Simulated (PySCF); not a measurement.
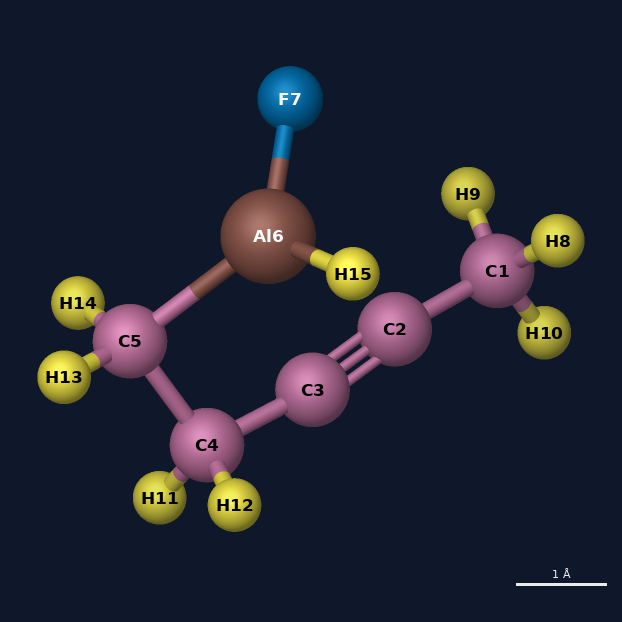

Atoms carry their numbers in the input. The geometry was computed by an optimisation with GFN2-xTB. No frequency run is at hand to confirm it as a minimum.

How are the neighbours of atom 6 arranged?

Answer. Al6 has 3 neighbours (C5 at 2.01, F7 at 1.65, H15 at 1.53 Å); the arrangement is trigonal planar.

Describe the coordination of atom 1.

Answer. C1 has 4 neighbours (C2 at 1.45, H8 at 1.09, H9 at 1.09, H10 at 1.09 Å); the arrangement is tetrahedral.

How are the neighbours of atom 4 arranged?

Answer. C4 has 4 neighbours (C3 at 1.45, C5 at 1.55, H11 at 1.09, H12 at 1.09 Å); the arrangement is tetrahedral.

What is the dihedral angle C3–C4–C5–Al6?

Answer. 33° in size, that is gauche.
